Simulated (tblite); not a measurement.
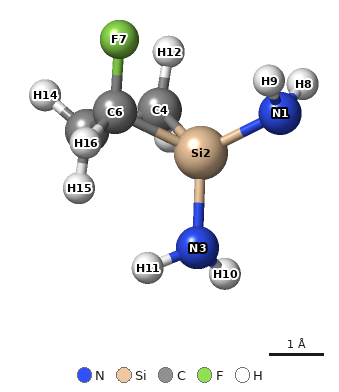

Starting structure of C3H9FN2Si. Style: ball-and-stick. Shown at a tilt.

The calculation used GFN2-xTB geometry optimisation, gas phase in tblite.

```xyz
16

N     1.4922    1.8240   -0.1999
Si    0.7147    0.2520    0.0006
N     1.8094   -1.1000    0.3815
C    -0.7243   -0.0836   -1.1000
C    -1.3335   -0.8842    0.0590
C    -0.8377    0.1779    1.0122
F    -1.5690    1.3553    1.0059
H     1.2692    2.1799   -1.1477
H     1.1474    2.4850    0.5189
H     2.3165   -1.4800   -0.4238
H     1.4117   -1.8022    1.0257
H    -1.2966    0.8167   -1.3800
H    -0.4960   -0.7216   -1.9532
H    -2.4247   -0.9209   -0.0244
H    -0.8034   -1.8303    0.1688
H    -0.6836   -0.2589    2.0451
```

Question: Where does the relaxation end?

Answer: The largest move after the best rigid fit is that of H15, 1.54 Å. Largest moves by element: H 1.54 Å, F 0.92 Å, C 0.59 Å, N 0.48 Å, Si 0.10 Å. Among the contacts that change: Si2–C6 1.854 → 1.935 Å, Si2–C4 1.842 → 1.916 Å, Si2–N3 1.781 → 1.722 Å, N1–Si2 1.765 → 1.720 Å. Bond angles that change, for instance: C4–C5–C6 88.8° → 100.6°, N1–Si2–N3 115.4° → 105.7°, Si2–N1–H8 108.4° → 117.6°. Groups turn about N1–Si2 by about 70°, C4–C5 by about 50°, C5–C6 by about 50°. After 119 geometry steps the energy has fallen by 128.8 kJ/mol.

The structure at the end:

```xyz
16

N     1.2526    1.7326   -0.4281
Si    0.6899    0.1596   -0.0172
N     2.0831   -0.7170    0.4887
C    -0.6637   -0.5048   -1.1999
C    -1.7242   -0.4592   -0.0804
C    -0.8423   -0.1175    1.1323
F    -1.3155    0.9960    1.8194
H     0.5615    2.4361   -0.6350
H     1.9772    2.1275    0.1501
H     2.9328   -0.5787   -0.0324
H     1.9836   -1.6868    0.7389
H    -0.9273    0.1008   -2.0629
H    -0.4990   -1.5183   -1.5600
H    -2.4411    0.3442   -0.2426
H    -2.2743   -1.3914    0.0380
H    -0.8011   -0.9139    1.8798
```

The end point in the same view:

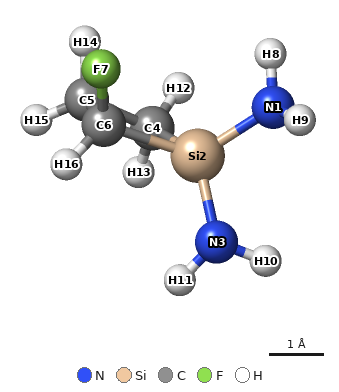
